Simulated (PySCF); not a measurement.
# BiH8N4 (Bi(NH2)4-): the cost of one run

Program: PySCF 2.14.0. Level of theory: BP86, Bi def2-SVP with ECP60, N def2-SVP, H def2-SVP; scalar-relativistic core potentials, no spin–orbit coupling. These are calculated values, not measurements.

2 further runs of the same task are left out: 2 for a known fault of the program.

### 1 The starting structure

13 atoms, charge -1, spin multiplicity 1.

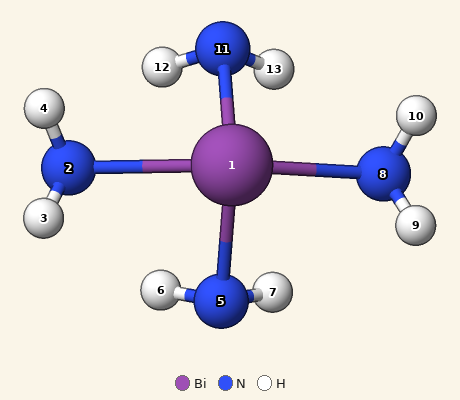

The geometry (bismuth purple, nitrogen blue, hydrogen white); atoms are numbered from 1 in the order of the file.

As a file:

```
Bi    0.8296    0.0000    0.0000
N     0.0823    1.6336    1.6336
H     0.5892    1.3612    2.5019
H     0.5892    2.5019    1.3612
N    -0.4487   -1.3102    1.3102
H    -1.0474   -0.5783    1.7378
H    -1.0474   -1.7378    0.5783
N     0.0823   -1.6336   -1.6336
H     0.5892   -2.5019   -1.3612
H     0.5892   -1.3612   -2.5019
N    -0.4487    1.3102   -1.3102
H    -1.0474    1.7378   -0.5783
H    -1.0474    0.5783   -1.7378
```

Formal oxidation states: Bi +3. An earlier session relaxed this geometry at BP86, Bi def2-SVP with ECP60, N def2-SVP, H def2-SVP (singlet, point group C2v).

Its energy there is -438.437968 Eh.

### 2 Atoms moved at random, σ = 0.1 Å

run.py (the lines that set the calculation)

```python
mol = gto.M(atom='''
Bi     0.85933    -0.09593     0.02576
N     -0.03887     1.75784     1.44728
H      0.78672     1.30145     2.55216
H      0.74750     2.47508     1.27335
N     -0.56548    -1.26882     1.22606
H     -1.08041    -0.51146     1.74354
H     -1.18543    -1.72363     0.70515
N      0.15490    -1.54323    -1.54972
H      0.61789    -2.39101    -1.37660
H      0.43879    -1.37233    -2.46520
N     -0.46066     1.15754    -1.34861
H     -1.04918     1.66108    -0.57176
H     -0.96121     0.55342    -1.66141''',
    basis={'Bi': 'def2-SVP', 'N': 'def2-SVP', 'H': 'def2-SVP'},
    ecp={'Bi': 'def2-SVP'},
    charge=-1, spin=0)
mf = dft.RKS(mol, xc='B88,P86')
mf.grids.atom_grid = (50, 194)
mf = mf.density_fit()  # fitting sets: Bi def2-universal-JKFIT, N def2-universal-JKFIT, H def2-universal-JKFIT
mf.conv_tol = 1e-08; mf.max_cycle = 55
mf.kernel(dm0)  # dm0: the density of the relaxed state
```

Started as:

```sh
OMP_NUM_THREADS=2 python run.py
```

**Question.** How long does this run take on 2 threads of Arm Neoverse V2, shared host?

About 6.3 s.
